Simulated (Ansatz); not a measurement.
The compound is KNiF3 (Pm-3m).

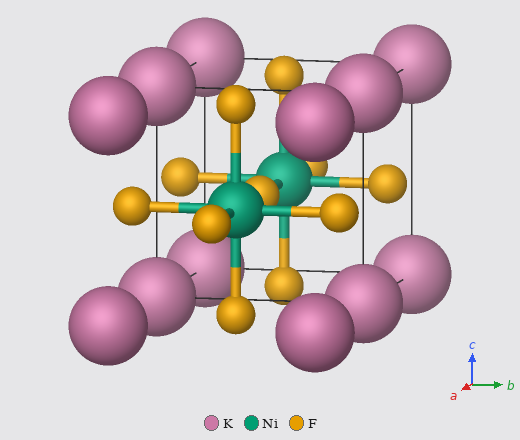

The structure (potassium pink, nickel teal, fluorine orange). 2×1×1 cells are drawn. Some periodic images of atoms are drawn too.

The database entry behind the starting cell differs from later determinations by our own check (about 0.35 % short), so it need not match the best structure at ambient conditions.

It takes space group Pm-3m (No. 221, cubic). Conventional cell: a = 4.000 Å, b = 4.000 Å, c = 4.000 Å, α = 90.00°, β = 90.00°, γ = 90.00°. K has 12 F at 2.83 Å nearest. Nearest to Ni lie 6 F at 2.00 Å. F has 2 Ni at 2.00 Å and 4 K at 2.83 Å nearest. Farther neighbours and most contacts between anions are not listed.

```yaml
crystal:
  lattice:
    - [0.00000, 0.00000, -4.00000]
    - [0.00000, -4.00000, 0.00000]
    - [-4.00000, 0.00000, 0.00000]
  atoms:
    - { symbol: K, position: [0.00000, 0.00000, 0.00000] }
    - { symbol: Ni, position: [0.50000, 0.50000, 0.50000] }
    - { symbol: F, position: [0.50000, 0.50000, 0.00000] }
    - { symbol: F, position: [0.00000, 0.50000, 0.50000] }
    - { symbol: F, position: [0.50000, 0.00000, 0.50000] }
```

The cell and positions come from the Crystallography Open Database and are kept as given unless a step says otherwise. The program's search for lower electronic states was switched off, so nothing shows that the state found is the lowest. PAW set soft_2, made with PBE.

A constrained-RPA run (Ansatz 0.2.0; non-magnetic LDA; Ni d, bands v4 to c1, 4×4×4 mesh, medium accuracy) builds 5 functions on bands 2.4 eV wide, with 8.0 electrons in the window. The bare on-site interaction is 23.3 eV and the bare J 0.78 eV.

Estimate U, U′ and J.

On the Ni d shell, U = 8.12 eV (35 % of the bare value), U′ = 6.83 eV, J = 0.65 eV.

The parent state is non-magnetic and the interaction static (zero frequency); U depends on the window and the orbitals, so it belongs to this model alone.

[Paths, hosts, dates, memory and timing lines, banners, echoed tables and standing remarks are left out of the program output.]

[Logs are printed without paths, hosts, clocks, repeated set-up lines and the standing remarks that a program may print on its own settings, such as how far it seeks lower states.]

[Runs of the session that timed out or met a known fault of the program may be left out.]

[Hosts, paths, dates, database ids (printed as entryN), source tags and the programs' standing remarks are cut or masked in the printed files.]
